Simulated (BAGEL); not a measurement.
**HF/STO-3G (density fitting with cc-pvqz-jkfit) run of C4H6O (Cyclobutanone)**

Aim: the energy change on altering one bond length of C4H6O (Cyclobutanone) at HF/STO-3G (density fitting with cc-pvqz-jkfit), from 2 runs. 

Program for the calculation: BAGEL 1.2.2.

2 further runs of the same task are left out: 2 set aside as unsound or not needed.

### 1 The structure to begin with

The species is C4H6O (11 atoms), meant as a singlet with charge 0. SMILES: `O=C1CCC1`. The coordinates come from a PBE0-D4/def2-TZVP relaxation.

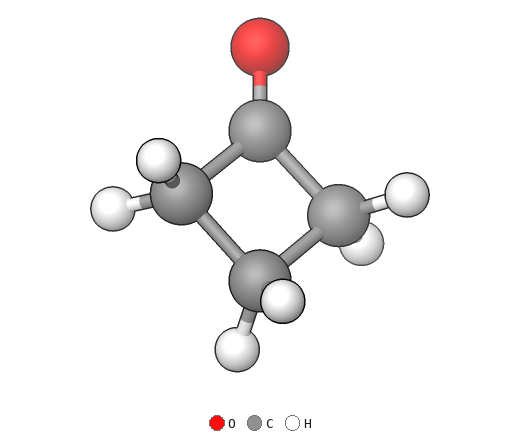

The structure, seen from a chosen angle (oxygen red, carbon grey, hydrogen white).

### 2 The energy at HF/STO-3G (density fitting with cc-pvqz-jkfit)

input.json reads:

```json
{ "bagel" : [

{
  "title" : "molecule",
  "basis" : "sto-3g",
  "df_basis" : "cc-pvqz-jkfit",
  "angstrom" : true,
  "geometry" : [
    { "atom" : "O", "xyz" : [      -1.126370,       1.741670,      -1.093030 ] },
    { "atom" : "C", "xyz" : [      -0.553260,       0.855870,      -0.537160 ] },
    { "atom" : "C", "xyz" : [       0.070030,       0.708410,       0.847190 ] },
    { "atom" : "C", "xyz" : [       0.474970,      -0.735180,       0.461440 ] },
    { "atom" : "C", "xyz" : [      -0.163630,      -0.563250,      -0.938330 ] },
    { "atom" : "H", "xyz" : [      -0.651360,       0.806310,       1.661710 ] },
    { "atom" : "H", "xyz" : [       0.889750,       1.406740,       1.031170 ] },
    { "atom" : "H", "xyz" : [       1.550220,      -0.907740,       0.443640 ] },
    { "atom" : "H", "xyz" : [       0.009740,      -1.507550,       1.072400 ] },
    { "atom" : "H", "xyz" : [       0.520610,      -0.601920,      -1.789070 ] },
    { "atom" : "H", "xyz" : [      -1.020700,      -1.203350,      -1.159980 ] }
  ]
},

{ "title" : "hf" },

{ "title" : "print", "file" : "orbitals.molden", "orbitals" : true }

]}
```

Run with:

```sh
$ BAGEL_NUM_THREADS=1 BAGEL input.json > input.out
```

The log of the run:

```text
* using 1 threads per process

  ===============================================================
  ===============================================================

  *** Geometry ***

  { "atom" : "O", "xyz" : [     -2.128531,      3.291279,     -2.065527 ] },
  { "atom" : "C", "xyz" : [     -1.045510,      1.617360,     -1.015085 ] },
  { "atom" : "C", "xyz" : [      0.132338,      1.338701,      1.600957 ] },
  { "atom" : "C", "xyz" : [      0.897563,     -1.389289,      0.871995 ] },
  { "atom" : "C", "xyz" : [     -0.309216,     -1.064388,     -1.773187 ] },
  { "atom" : "H", "xyz" : [     -1.230892,      1.523705,      3.140177 ] },
  { "atom" : "H", "xyz" : [      1.681384,      2.658353,      1.948629 ] },
  { "atom" : "H", "xyz" : [      2.929491,     -1.715380,      0.838358 ] },
  { "atom" : "H", "xyz" : [      0.018406,     -2.848857,      2.026542 ] },
  { "atom" : "H", "xyz" : [      0.983810,     -1.137464,     -3.380852 ] },
  { "atom" : "H", "xyz" : [     -1.928843,     -2.274002,     -2.192045 ] },

  Number of auxiliary basis functions:      836

  Since a DF basis is specified, we compute 2- and 3-index integrals:
    o Being stored without compression. Storage requirement is 0.006 GB

  Number of basis functions:       31
  Number of electrons      :       38

    * METHOD: MOLECULE                             0.57

  *** RHF ***

  === Nuclear Repulsion ===
   168.1912136488

      * DIIS with orbital gradients will be used.

  === RHF iteration (sto-3g) ===
      0       -226.78615269          0.02136360           0.04
      1       -226.87012960          0.01574876           0.03
      2       -226.92480223          0.00175068           0.04
      3       -226.92686007          0.00050230           0.04
      4       -226.92704398          0.00015833           0.04
      5       -226.92706074          0.00003506           0.04
      6       -226.92706128          0.00000836           0.04
      7       -226.92706133          0.00000293           0.04
      8       -226.92706133          0.00000023           0.04
      9       -226.92706133          0.00000006           0.04
     10       -226.92706133          0.00000001           0.04
     11       -226.92706133          0.00000000           0.04
    * SCF iteration converged.

    * Permanent dipole moment:
           (   -0.352150,     0.544293,    -0.341560) a.u.

    * METHOD: HF                                   0.51

    * METHOD: PRINT                                0.00

  ===============================================================
```

Wall time 1.2 s (1 thread of Arm Neoverse V2, shared host); peak memory 0.082 GiB.

### 3 The distorted shape, same level

hf.json reads:

```json
{ "bagel": [

{
  "title": "molecule",
  "basis": "sto-3g",
  "df_basis": "cc-pvqz-jkfit",
  "angstrom": true,
  "geometry": [
    { "atom": "O", "xyz": [   -0.568115,    2.668479,   -1.826155 ] },
    { "atom": "C", "xyz": [    0.004995,    1.782679,   -1.270285 ] },
    { "atom": "C", "xyz": [    0.628285,    1.635219,    0.114065 ] },
    { "atom": "C", "xyz": [    1.033225,    0.191629,   -0.271685 ] },
    { "atom": "C", "xyz": [    0.394625,    0.363559,   -1.671455 ] },
    { "atom": "H", "xyz": [   -0.093105,    1.733119,    0.928585 ] },
    { "atom": "H", "xyz": [    1.448005,    2.333549,    0.298045 ] },
    { "atom": "H", "xyz": [    2.108475,    0.019069,   -0.289485 ] },
    { "atom": "H", "xyz": [    0.009740,   -1.507550,    1.072400 ] },
    { "atom": "H", "xyz": [    1.078865,    0.324889,   -2.522195 ] },
    { "atom": "H", "xyz": [   -0.462445,   -0.276541,   -1.893105 ] }
  ]
},
{
  "title": "hf"
},
{
  "title": "print",
  "file": "orbitals.molden",
  "orbitals": true
}

]}
```

Run with:

```sh
$ BAGEL_NUM_THREADS=1 BAGEL hf.json > hf.out
```

The log of the run:

```text
* using 1 threads per process

  ===============================================================
  ===============================================================

  *** Geometry ***

  { "atom" : "O", "xyz" : [     -1.073582,      5.042694,     -3.450933 ] },
  { "atom" : "C", "xyz" : [      0.009439,      3.368775,     -2.400491 ] },
  { "atom" : "C", "xyz" : [      1.187287,      3.090116,      0.215552 ] },
  { "atom" : "C", "xyz" : [      1.952512,      0.362126,     -0.513410 ] },
  { "atom" : "C", "xyz" : [      0.745733,      0.687027,     -3.158592 ] },
  { "atom" : "H", "xyz" : [     -0.175943,      3.275120,      1.754771 ] },
  { "atom" : "H", "xyz" : [      2.736333,      4.409769,      0.563223 ] },
  { "atom" : "H", "xyz" : [      3.984440,      0.036035,     -0.547047 ] },
  { "atom" : "H", "xyz" : [      0.018406,     -2.848857,      2.026542 ] },
  { "atom" : "H", "xyz" : [      2.038759,      0.613951,     -4.766258 ] },
  { "atom" : "H", "xyz" : [     -0.873894,     -0.522587,     -3.577450 ] },

  Number of auxiliary basis functions:      836

  Since a DF basis is specified, we compute 2- and 3-index integrals:
    o Being stored without compression. Storage requirement is 0.006 GB

  Number of basis functions:       31
  Number of electrons      :       38

    * METHOD: MOLECULE                             0.58

  *** RHF ***

  === Nuclear Repulsion ===
   164.8198753870

      * DIIS with orbital gradients will be used.

  === RHF iteration (sto-3g) ===
      0       -226.35847969          0.02696737           0.04
      1       -226.41850011          0.02695621           0.04
      2       -226.60429677          0.00247934           0.04
      3       -226.60698600          0.00137780           0.04
      4       -226.60771119          0.00046467           0.04
      5       -226.60782760          0.00011971           0.04
      6       -226.60783708          0.00001733           0.04
      7       -226.60783723          0.00000470           0.03
      8       -226.60783725          0.00000145           0.03
      9       -226.60783725          0.00000037           0.04
     10       -226.60783725          0.00000015           0.04
     11       -226.60783725          0.00000008           0.04
     12       -226.60783725          0.00000004           0.03
     13       -226.60783725          0.00000001           0.03
     14       -226.60783725          0.00000000           0.03
    * SCF iteration converged.

    * Permanent dipole moment:
           (   -0.474833,     0.197244,    -0.078337) a.u.

    * METHOD: HF                                   0.61

    * METHOD: PRINT                                0.00

  ===============================================================
```

Run time: 1.4 s. Hardware: 1 thread of Arm Neoverse V2, shared host; peak memory 0.082 GiB.

### 4 What came out

At HF/STO-3G (density fitting with cc-pvqz-jkfit):

| quantity | value |
| --- | --- |
| first shape: total energy | -226.92706 Eh |
| first shape: dipole moment | 1.86 D |
| first shape: HOMO energy | -8.48 eV |
| first shape: LUMO energy | 8.05 eV |
| first shape: HOMO–LUMO gap | 16.53 eV |
| distorted shape: total energy | -226.60784 Eh |
| distorted shape: dipole moment | 1.32 D |
| distorted shape: HOMO energy | -6.19 eV |
| distorted shape: LUMO energy | 3.19 eV |
| distorted shape: HOMO–LUMO gap | 9.39 eV |
| energy change with the C4–H9 bond stretched from 1.089 to 2.396 Å | 8.687 eV |

What this shows: One bond (distorted shape) is far stretched, which a spin-restricted single reference describes badly; a broken-symmetry solution may lie lower. With the C4–H9 bond stretched from 1.089 to 2.396 Å the energy rises by 8.69 eV (200 kcal/mol). The first shape isn't relaxed at this level, so the change isn't measured from a minimum. A restricted reference can't describe the breaking bond well at this length. The minimal basis adds a large error of its own.
